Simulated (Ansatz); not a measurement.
MoS2, pressure series

Start from MoS2 in the 2H-MoS2 type structure (space group P6_3/mmc, No. 194; layered, stacked along the Cartesian z axis).

```
MoS2
1.0
    3.17300     0.00000     0.00000
   -1.58650     2.74790     0.00000
    0.00000     0.00000    12.43657
Mo S
2 4
Direct
  0.33333   0.66667   0.25000
  0.66667   0.33333   0.75000
  0.33333   0.66667   0.62491
  0.66667   0.33333   0.12491
  0.66667   0.33333   0.37509
  0.33333   0.66667   0.87509
```

Cell and atoms are relaxed at each pressure.

Level of theory: r2SCAN+rVV10 in Ansatz (plane waves to 500 eV, PAW, no spin-orbit coupling).

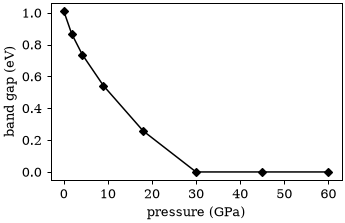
Fig. 1. Band gap against pressure

| pressure (GPa) | band gap |
|---|---|
| 1.8 | 0.87 eV |
| 4.2 | 0.74 eV |
| 9 | 0.54 eV |
| 18 | 0.26 eV |
| 30 | zero |
| 45 | zero |
| 60 | zero |

A case with no gap was solved on a k-mesh chosen for an insulator, which is coarse for it. Load acts through the strain it causes; cell and atoms are relaxed under it. Whether these cells are dynamically stable was not tested. No other phases were tried under pressure. The final runs are not spin-polarised. A zero or small gap of MoS2 under pressure 18 GPa, MoS2 under pressure 30 GPa and MoS2 under pressure 45 GPa can be the functional's error rather than a property of the material.

Ansatz is a program for electronic structure.
